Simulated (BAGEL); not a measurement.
# C2H6S2 (1,2-ethanedithiol) at HF/cc-pVDZ (density fitting with cc-pvqz-jkfit)

What is the vertical singlet–triplet gap of C2H6S2 (1,2-ethanedithiol) at HF/cc-pVDZ (density fitting with cc-pvqz-jkfit)? 

The calculation is run with BAGEL 1.2.2.

### Step 1. The molecule

The species is C2H6S2 (10 atoms), meant as a singlet with charge 0. SMILES: `SCCS`. Geometry: relaxed at PBE0-D4/def2-TZVP. This is a higher conformer, about 10 kJ/mol above the lowest found by a separate search.

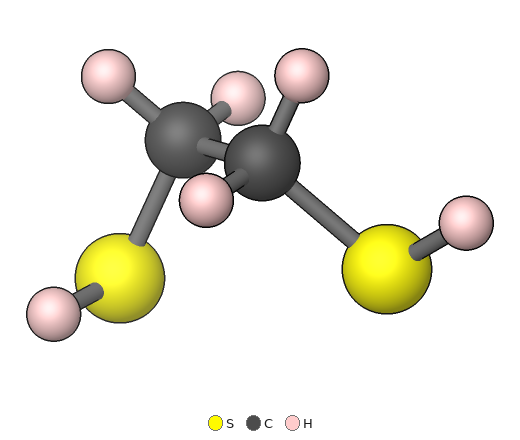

The structure, seen from a chosen angle (sulfur yellow, carbon dark grey, hydrogen pink).

### Step 2. The energy at HF/cc-pVDZ (density fitting with cc-pvqz-jkfit)

Input file hf.json:

```json
{ "bagel" : [

{
  "title" : "molecule",
  "basis" : "cc-pvdz.json",
  "df_basis" : "cc-pvqz-jkfit",
  "angstrom" : "true",
  "geometry" : [
    { "atom" : "S", "xyz" : [      -1.358380,       0.439560,      -1.287320 ] },
    { "atom" : "C", "xyz" : [      -0.269010,       0.629000,       0.156960 ] },
    { "atom" : "C", "xyz" : [       0.304070,      -0.708350,       0.574850 ] },
    { "atom" : "S", "xyz" : [       1.193920,      -1.583080,      -0.735920 ] },
    { "atom" : "H", "xyz" : [      -2.158550,       1.474230,      -0.985360 ] },
    { "atom" : "H", "xyz" : [      -0.849690,       1.044060,       0.983190 ] },
    { "atom" : "H", "xyz" : [       0.536230,       1.328480,      -0.079790 ] },
    { "atom" : "H", "xyz" : [      -0.500020,      -1.390110,       0.860310 ] },
    { "atom" : "H", "xyz" : [       0.958460,      -0.582070,       1.440130 ] },
    { "atom" : "H", "xyz" : [       2.142980,      -0.651680,      -0.927040 ] }
  ]
},

{
  "title" : "hf"
},

{
  "title" : "print",
  "file" : "orbitals.molden",
  "orbitals" : "true"
}

]}
```

The basis set cc-pVDZ is read from a file made from the Basis Set Exchange's data (not shown).

Command:

```bash
$ BAGEL_NUM_THREADS=1 BAGEL hf.json > hf.out
```

The program printed:

```text
* using 1 threads per process

  ===============================================================
  ===============================================================

  *** Geometry ***

  { "atom" : "S", "xyz" : [     -2.566966,      0.830648,     -2.432682 ] },
  { "atom" : "C", "xyz" : [     -0.508355,      1.188638,      0.296611 ] },
  { "atom" : "C", "xyz" : [      0.574609,     -1.338588,      1.086309 ] },
  { "atom" : "S", "xyz" : [      2.256182,     -2.991588,     -1.390687 ] },
  { "atom" : "H", "xyz" : [     -4.079068,      2.785891,     -1.862061 ] },
  { "atom" : "H", "xyz" : [     -1.605681,      1.972987,      1.857960 ] },
  { "atom" : "H", "xyz" : [      1.013328,      2.510463,     -0.150781 ] },
  { "atom" : "H", "xyz" : [     -0.944901,     -2.626927,      1.625750 ] },
  { "atom" : "H", "xyz" : [      1.811227,     -1.099953,      2.721451 ] },
  { "atom" : "H", "xyz" : [      4.049645,     -1.231497,     -1.751852 ] },

  Number of auxiliary basis functions:      814

  Since a DF basis is specified, we compute 2- and 3-index integrals:
    o Being stored without compression. Storage requirement is 0.058 GB

  Number of basis functions:       94
  Number of electrons      :       50

    * METHOD: MOLECULE                             0.66

  *** RHF ***

  === Nuclear Repulsion ===
   212.4163750394

      * DIIS with orbital gradients will be used.

  === RHF iteration (cc-pvdz.json) ===
      0       -874.19071197          0.01022239           0.15
      1       -874.27414457          0.00443919           0.14
      2       -874.28632942          0.00165754           0.14
      3       -874.28841277          0.00018604           0.14
      4       -874.28845001          0.00004640           0.14
      5       -874.28845356          0.00001166           0.14
      6       -874.28845377          0.00000349           0.14
      7       -874.28845379          0.00000105           0.14
      8       -874.28845379          0.00000034           0.14
      9       -874.28845379          0.00000013           0.14
     10       -874.28845379          0.00000004           0.14
     11       -874.28845379          0.00000002           0.14
     12       -874.28845379          0.00000001           0.14
    * SCF iteration converged.

    * Permanent dipole moment:
           (   -0.103894,    -0.773184,    -0.878169) a.u.

    * METHOD: HF                                   2.12

    * METHOD: PRINT                                0.01

  ===============================================================
```

Wall time 2.9 s (1 thread of Arm Neoverse V2, shared host); peak memory 0.2 GiB.

### Step 3. The triplet

Input file calc.json:

```json
{ "bagel" : [

{
  "title" : "molecule",
  "basis" : "cc-pvdz.json",
  "df_basis" : "cc-pvqz-jkfit",
  "angstrom" : "true",
  "geometry" : [
    { "atom" : "S", "xyz" : [   -1.358380,    0.439560,   -1.287320 ] },
    { "atom" : "C", "xyz" : [   -0.269010,    0.629000,    0.156960 ] },
    { "atom" : "C", "xyz" : [    0.304070,   -0.708350,    0.574850 ] },
    { "atom" : "S", "xyz" : [    1.193920,   -1.583080,   -0.735920 ] },
    { "atom" : "H", "xyz" : [   -2.158550,    1.474230,   -0.985360 ] },
    { "atom" : "H", "xyz" : [   -0.849690,    1.044060,    0.983190 ] },
    { "atom" : "H", "xyz" : [    0.536230,    1.328480,   -0.079790 ] },
    { "atom" : "H", "xyz" : [   -0.500020,   -1.390110,    0.860310 ] },
    { "atom" : "H", "xyz" : [    0.958460,   -0.582070,    1.440130 ] },
    { "atom" : "H", "xyz" : [    2.142980,   -0.651680,   -0.927040 ] }
  ]
},
{
  "title" : "uhf",
  "nopen" : 2
},
{
  "title" : "print",
  "file" : "orbitals.molden",
  "orbitals" : "true"
}

]}
```

The basis set cc-pVDZ is read from a file made from the Basis Set Exchange's data (not shown).

Command:

```bash
$ BAGEL_NUM_THREADS=1 BAGEL calc.json > calc.out
```

The program printed:

```text
* using 1 threads per process

  ===============================================================
  ===============================================================

  *** Geometry ***

  { "atom" : "S", "xyz" : [     -2.566966,      0.830648,     -2.432682 ] },
  { "atom" : "C", "xyz" : [     -0.508355,      1.188638,      0.296611 ] },
  { "atom" : "C", "xyz" : [      0.574609,     -1.338588,      1.086309 ] },
  { "atom" : "S", "xyz" : [      2.256182,     -2.991588,     -1.390687 ] },
  { "atom" : "H", "xyz" : [     -4.079068,      2.785891,     -1.862061 ] },
  { "atom" : "H", "xyz" : [     -1.605681,      1.972987,      1.857960 ] },
  { "atom" : "H", "xyz" : [      1.013328,      2.510463,     -0.150781 ] },
  { "atom" : "H", "xyz" : [     -0.944901,     -2.626927,      1.625750 ] },
  { "atom" : "H", "xyz" : [      1.811227,     -1.099953,      2.721451 ] },
  { "atom" : "H", "xyz" : [      4.049645,     -1.231497,     -1.751852 ] },

  Number of auxiliary basis functions:      814

  Since a DF basis is specified, we compute 2- and 3-index integrals:
    o Being stored without compression. Storage requirement is 0.058 GB

  Number of basis functions:       94
  Number of electrons      :       50

    * METHOD: MOLECULE                             0.69

  *** Open-shell HF ***

  === Nuclear Repulsion ===
   212.4163750394

      * DIIS with orbital gradients will be used.

  === UHF iteration (cc-pvdz.json) ===
      0       -873.89688195          0.02219744           0.32
      1       -873.99796066          0.01249583           0.31
      2       -874.02446375          0.00799590           0.31
      3       -874.04273877          0.00222164           0.31
      4       -874.06141384          0.00214488           0.32
      5       -874.07021760          0.00196329           0.30
      6       -874.08919403          0.00128003           0.31
      7       -874.08902263          0.00068594           0.31
      8       -874.09043943          0.00034799           0.31
      9       -874.09098893          0.00026126           0.31
     10       -874.09133938          0.00020559           0.32
     11       -874.09175954          0.00019345           0.32
     12       -874.09205125          0.00016698           0.31
     13       -874.09259590          0.00013217           0.32
     14       -874.09292277          0.00008789           0.33
     15       -874.09303342          0.00007251           0.32
     16       -874.09312679          0.00005400           0.32
     17       -874.09313521          0.00007220           0.31
     18       -874.09315196          0.00001568           0.32
     19       -874.09315315          0.00001150           0.33
     20       -874.09315344          0.00000519           0.31
     21       -874.09315365          0.00000289           0.31
     22       -874.09315369          0.00000158           0.30
     23       -874.09315371          0.00000081           0.30
     24       -874.09315372          0.00000054           0.30
     25       -874.09315372          0.00000031           0.30
     26       -874.09315372          0.00000016           0.30
     27       -874.09315372          0.00000011           0.30
     28       -874.09315372          0.00000006           0.32
     29       -874.09315372          0.00000004           0.31
     30       -874.09315372          0.00000003           0.30
     31       -874.09315372          0.00000001           0.29
     32       -874.09315372          0.00000001           0.30
    * SCF iteration converged.

    * S^2 (UHF) is 2.0218

    * Permanent dipole moment:
           (   -0.541038,    -0.169040,    -0.555617) a.u.

    * METHOD: UHF                                 10.50

    * METHOD: PRINT                                0.01

  ===============================================================
```

It took 11 s on 1 thread of Arm Neoverse V2, shared host; peak memory 0.2 GiB.

### Step 4. Summary of results

Level: HF/cc-pVDZ (density fitting with cc-pvqz-jkfit).

```
                                        quantity          value
                           singlet: total energy  -874.28845 Eh
                          singlet: dipole moment         2.99 D
                            singlet: HOMO energy       -9.52 eV
                            singlet: LUMO energy        3.94 eV
                          singlet: HOMO–LUMO gap       13.46 eV
                           triplet: total energy  -874.09315 Eh
                          triplet: dipole moment         2.02 D
                                   triplet: ⟨S²⟩          2.022
vertical energy of the triplet above the singlet       5.314 eV
```

At this shape the triplet lies 5.31 eV (123 kcal/mol) above the singlet.
